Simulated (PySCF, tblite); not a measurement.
# C5H5F2N: a rotation path, then NMR shifts on frames

Aim: move C5H5F2N (`C#C[C@H](N=C)C(F)F`) away from its starting geometry and see how NMR shifts follow the geometry.

The runs use tblite 0.8.0 and PySCF 2.14.0, with density-fitted response routines of our own; the level of theory stands in each step. All values are computed, except where a source is named. Atoms count from 0, in the outputs and in this text.

**1. The starting structure**

13 atoms, charge 0, multiplicity 1; geometry from: GFN2-xTB.

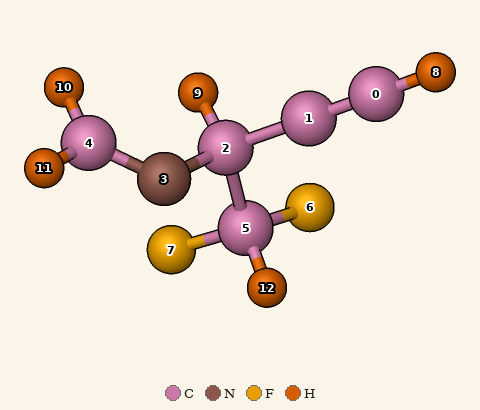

The starting geometry (carbon pink, nitrogen brown, fluorine amber, hydrogen orange), atoms numbered.

**2. A band between two rotamers with GFN2-xTB**

The job: settings as JSON, then the geometry in Å.

```
{"job": {"kind": "neb", "xc": "GFN2-xTB", "basis": "xTB", "atoms": [3, 2, 5, 7], "turn": 120}, "charge": 0, "multiplicity": 1}
C     -2.434403     1.066725    -0.190759
C     -1.360416     0.578012     0.002748
C     -0.041591     0.004215     0.224191
N      0.835806     0.395902    -0.851688
C      1.885308     1.027716    -0.604696
C     -0.143921    -1.528850     0.185408
F     -1.053311    -1.980576     1.077174
F      1.039345    -2.082804     0.542504
H     -3.381040     1.490909    -0.346471
H      0.330157     0.302152     1.223044
H      2.213616     1.323909     0.397364
H      2.518919     1.302316    -1.434508
H     -0.412856    -1.899139    -0.813879
```

Level: GFN2-xTB climbing-image nudged elastic band, gas phase.

Run with:

```bash
> OMP_NUM_THREADS=1 python probes_run.py task.json out
```

The driver reads the jobs from task.json and runs them one after another.

Log:

```text
image   E - E0 / eV
  0      -0.0000
  1       0.0134
  2       0.0406
  3       0.0728
  4       0.1006
  5       0.1172
  6       0.1203
  7       0.1134
  8       0.1006
```

It took 9.8 s on 1 thread of Intel Xeon at 2.50GHz, shared host; peak memory 0.18 GiB.

The final band, with the dihedral N3–C2–C5–F7:

```tsv
image	dihedral (°)	energy (eV)	energy (kcal/mol)
0	69	0.000	0.0
1	81	0.013	0.3
2	92	0.041	0.9
3	103	0.073	1.7
4	114	0.101	2.3
5	126	0.117	2.7
6	138	0.120	2.8
7	150	0.113	2.6
8	163	0.101	2.3
```

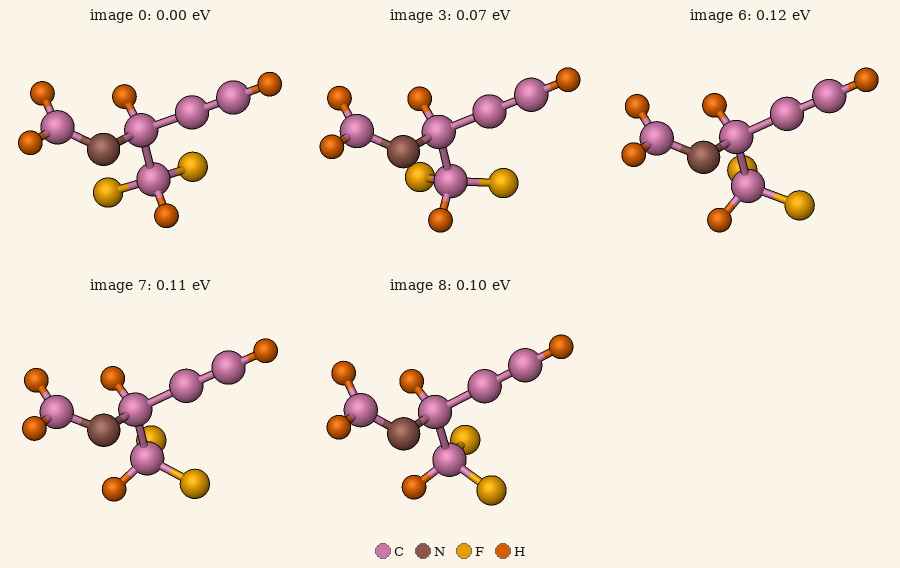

Images along the band.

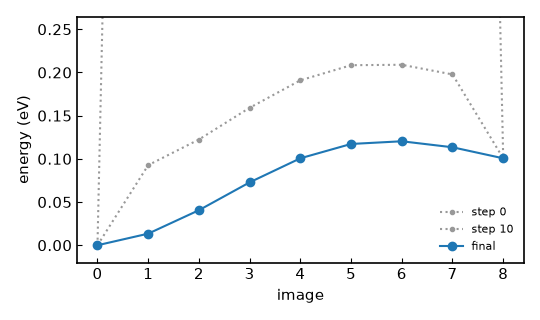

Energy along the band, early and final.

**3. NMR shieldings: image 0, PBE0/pcSseg-1**

The job: settings as JSON, then the geometry in Å.

```
{"job": {"kind": "nmr", "xc": "PBE0", "basis": "pcSseg-1", "pop": false}, "charge": 0, "multiplicity": 1}
C     -2.434400     1.066700    -0.190800
C     -1.360400     0.578000     0.002700
C     -0.041600     0.004200     0.224200
N      0.835800     0.395900    -0.851700
C      1.885300     1.027700    -0.604700
C     -0.143900    -1.528800     0.185400
F     -1.053300    -1.980600     1.077200
F      1.039300    -2.082800     0.542500
H     -3.381000     1.490900    -0.346500
H      0.330200     0.302200     1.223000
H      2.213600     1.323900     0.397400
H      2.518900     1.302300    -1.434500
H     -0.412900    -1.899100    -0.813900
```

Method: GIAO PBE0/pcSseg-1 NMR shielding, non-relativistic, gas phase.

Log:

```text
coarse grid: 11768 points
cycle   1  E = -447.1803912207  dE =  1.207e+00  |g| = 7.387e-01  |ddm| = 3.374e+00
cycle   2  E = -447.0987675823  dE =  8.162e-02  |g| = 1.044e+00  |ddm| = 1.440e+00
cycle   3  E = -447.2772823776  dE = -1.785e-01  |g| = 1.086e-01  |ddm| = 8.323e-01
cycle   4  E = -447.2785469588  dE = -1.265e-03  |g| = 8.021e-02  |ddm| = 1.366e-01
cycle   5  E = -447.2800232079  dE = -1.476e-03  |g| = 1.959e-02  |ddm| = 5.907e-02
cycle   6  E = -447.2801036735  dE = -8.047e-05  |g| = 5.749e-03  |ddm| = 1.796e-02
cycle   7  E = -447.2801100352  dE = -6.362e-06  |g| = 2.429e-03  |ddm| = 5.860e-03
final grid: 117104 points
cycle   8  E = -447.3410541490  dE = -4.288e-05  |g| = 6.319e-03  |ddm| = 4.051e-02
cycle   9  E = -447.3410489652  dE =  5.184e-06  |g| = 8.322e-03  |ddm| = 1.145e-02
cycle  10  E = -447.3410626713  dE = -1.371e-05  |g| = 1.810e-03  |ddm| = 6.443e-03
cycle  11  E = -447.3410633515  dE = -6.802e-07  |g| = 5.450e-04  |ddm| = 1.475e-03
cycle  12  E = -447.3410634122  dE = -6.071e-08  |g| = 1.971e-04  |ddm| = 4.760e-04
cycle  13  E = -447.3410634198  dE = -7.636e-09  |g| = 7.592e-05  |ddm| = 1.831e-04
cycle  14  E = -447.3410634210  dE = -1.133e-09  |g| = 1.041e-05  |ddm| = 5.981e-05
cycle  15  E = -447.3410634210  dE = -1.819e-11  |g| = 3.220e-06  |ddm| = 9.806e-06
converged SCF energy = -447.3410634210

GIAO shielding tensors (ppm)
atom      isotropic    diamagn.    paramagn.     s11        s22        s33       span
  0 C      103.740     256.029    -152.289     33.188     35.346    242.685    209.497
  1 C      104.311     263.717    -159.407      5.885     11.477    295.571    289.686
  2 C      116.559     241.679    -125.119    100.930    109.486    139.263     38.333
  3 N     -126.770     325.950    -452.720   -485.552   -141.882    247.124    732.677
  4 C       24.250     252.661    -228.411    -74.085     28.546    118.289    192.375
  5 C       64.594     239.399    -174.804     50.064     69.078     74.641     24.578
  6 F      312.737     470.330    -157.594    209.724    339.573    388.913    179.189
  7 F      308.352     471.565    -163.213    222.639    333.318    369.098    146.459
  8 H       29.784      33.406      -3.622     24.860     24.986     39.505     14.644
  9 H       27.740      29.507      -1.767     25.302     28.073     29.845      4.543
 10 H       23.876      29.637      -5.760     20.481     24.054     27.093      6.613
 11 H       24.212      28.278      -4.067     22.815     23.601     26.219      3.403
 12 H       25.493      27.196      -1.703     23.321     24.996     28.163      4.842
```

It took 51 s on 1 thread of Intel Xeon at 2.50GHz, shared host; peak memory 0.73 GiB.

Shifts follow as δ = σ(reference) − σ, with reference shieldings (ppm) from runs at the same level and on the same kind of geometry: 1H TMS 31.72, 13C TMS 186.9, 19F CFCl3 170.9, 15N NH3 267.7. The references are single molecules in the gas phase, so shifts against H2O, NH3, PH3, H3PO4 or CFCl3 are not on the usual liquid scales and can be off by tens of ppm. Each atom is listed at this fixed geometry, with no averaging over motion; a spectrum would average atoms that exchange fast.

```tsv
atoms	environment	σ (ppm)	δ (ppm)
C4	C=N carbon	24.2	162.7
C5	sp3 CH bonded to 2 F	64.6	122.3
C0	terminal alkyne carbon	103.7	83.2
C1	alkyne carbon	104.3	82.6
C2	propargylic sp3 CH bonded to N	116.6	70.4
H10	hydrogen on a C=N carbon	23.88	7.84
H11	hydrogen on a C=N carbon	24.21	7.51
H12	hydrogen on an sp3 CH bonded to 2 F	25.49	6.22
H9	hydrogen on a propargylic sp3 CH bonded to N	27.74	3.98
H8	hydrogen on a terminal alkyne carbon	29.78	1.93
N3	imine nitrogen	-126.8	394.5
F7	fluorine of a CF2 group	308.4	-137.4
F6	fluorine of a CF2 group	312.7	-141.8
```

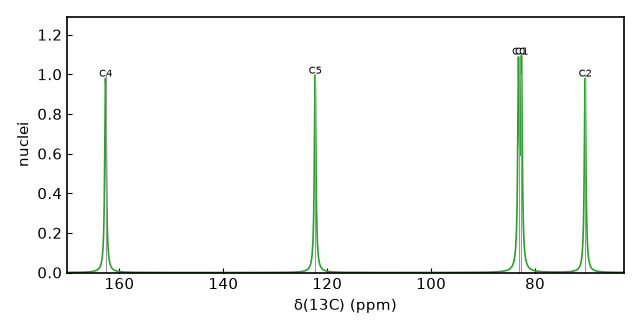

13C lines at the computed shifts, without couplings. Lines are broadened to a width of 0.37 ppm (Lorentzian).

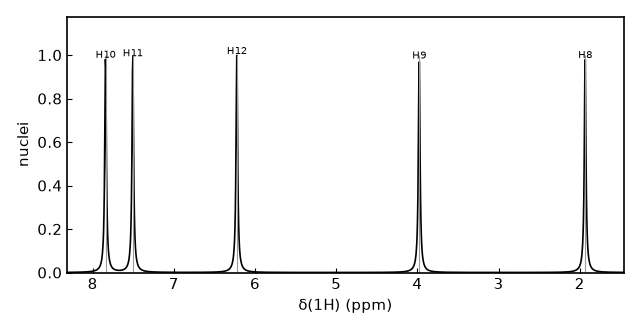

1H lines at the computed shifts, without couplings. Lines are broadened to a width of 0.02 ppm (Lorentzian).

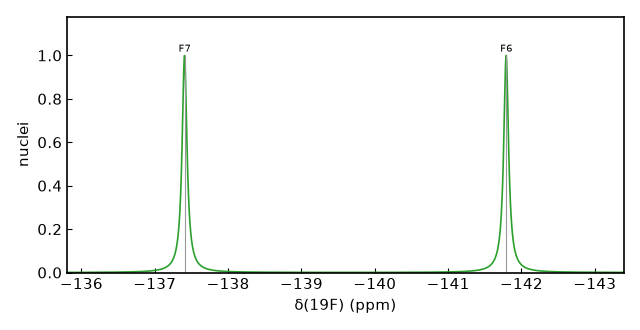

19F lines at the computed shifts, without couplings. Lines are broadened to a width of 0.08 ppm (Lorentzian).

**4. Shielding tensors: image 3, PBE0/pcSseg-1**

The job: settings as JSON, then the geometry in Å.

```
{"job": {"kind": "nmr", "xc": "PBE0", "basis": "pcSseg-1", "pop": false}, "charge": 0, "multiplicity": 1}
C     -2.428300     1.076100    -0.044300
C     -1.341300     0.592800     0.075300
C     -0.020100     0.001100     0.221200
N      0.799700     0.399700    -0.897400
C      1.858400     1.035800    -0.709700
C     -0.114200    -1.540600     0.189300
F     -1.352100    -1.996700     0.472500
F      0.702500    -2.075200     1.130100
H     -3.385500     1.496200    -0.129700
H      0.405200     0.303700     1.197500
H      2.246000     1.321600     0.273800
H      2.437700     1.320900    -1.575100
H      0.187500    -1.934600    -0.792800
```

Level: GIAO PBE0/pcSseg-1 NMR shielding, non-relativistic, gas phase.

Log:

```text
coarse grid: 11768 points
cycle   1  E = -447.1718879890  dE =  1.210e+00  |g| = 7.462e-01  |ddm| = 3.365e+00
cycle   2  E = -447.0840834698  dE =  8.780e-02  |g| = 1.065e+00  |ddm| = 1.438e+00
cycle   3  E = -447.2713622373  dE = -1.873e-01  |g| = 1.095e-01  |ddm| = 8.186e-01
cycle   4  E = -447.2726160880  dE = -1.254e-03  |g| = 8.208e-02  |ddm| = 1.369e-01
cycle   5  E = -447.2741610767  dE = -1.545e-03  |g| = 2.005e-02  |ddm| = 6.069e-02
cycle   6  E = -447.2742447888  dE = -8.371e-05  |g| = 5.862e-03  |ddm| = 1.807e-02
cycle   7  E = -447.2742513441  dE = -6.555e-06  |g| = 2.480e-03  |ddm| = 6.072e-03
final grid: 117104 points
cycle   8  E = -447.3357411575  dE = -4.574e-05  |g| = 6.180e-03  |ddm| = 4.831e-02
cycle   9  E = -447.3357360396  dE =  5.118e-06  |g| = 8.167e-03  |ddm| = 1.101e-02
cycle  10  E = -447.3357493267  dE = -1.329e-05  |g| = 1.767e-03  |ddm| = 5.951e-03
cycle  11  E = -447.3357499795  dE = -6.528e-07  |g| = 5.324e-04  |ddm| = 1.449e-03
cycle  12  E = -447.3357500355  dE = -5.600e-08  |g| = 2.090e-04  |ddm| = 4.806e-04
cycle  13  E = -447.3357500443  dE = -8.820e-09  |g| = 7.703e-05  |ddm| = 1.974e-04
cycle  14  E = -447.3357500455  dE = -1.155e-09  |g| = 1.055e-05  |ddm| = 5.952e-05
cycle  15  E = -447.3357500455  dE = -1.887e-11  |g| = 3.098e-06  |ddm| = 9.689e-06
converged SCF energy = -447.3357500455

GIAO shielding tensors (ppm)
atom      isotropic    diamagn.    paramagn.     s11        s22        s33       span
  0 C      102.253     256.292    -154.039     33.198     35.302    238.259    205.061
  1 C      105.443     262.962    -157.519      5.617     14.290    296.423    290.806
  2 C      114.611     242.644    -128.033    101.383    110.723    131.728     30.345
  3 N     -131.913     325.746    -457.659   -491.975   -145.678    241.915    733.890
  4 C       25.399     252.811    -227.413    -72.176     30.512    117.861    190.037
  5 C       62.616     238.013    -175.397     50.034     65.604     72.211     22.177
  6 F      300.459     469.956    -169.497    196.945    320.711    383.721    186.777
  7 F      306.157     470.762    -164.605    217.902    336.896    363.673    145.771
  8 H       29.699      33.462      -3.764     24.844     25.044     39.208     14.364
  9 H       27.543      29.694      -2.152     24.952     27.733     29.944      4.992
 10 H       23.981      29.615      -5.633     20.719     24.092     27.133      6.414
 11 H       24.246      28.248      -4.002     22.814     23.752     26.173      3.359
 12 H       25.682      27.246      -1.564     24.011     24.530     28.505      4.494
```

Run time: 47 s. Hardware: 1 thread of Intel Xeon at 2.50GHz, shared host; peak memory 0.83 GiB.

This run: δ C4 161.5, C5 124.3, C0 84.7, C1 81.5, H10 7.74, H11 7.47 ppm.

(Part 1 of 2 ends here.)
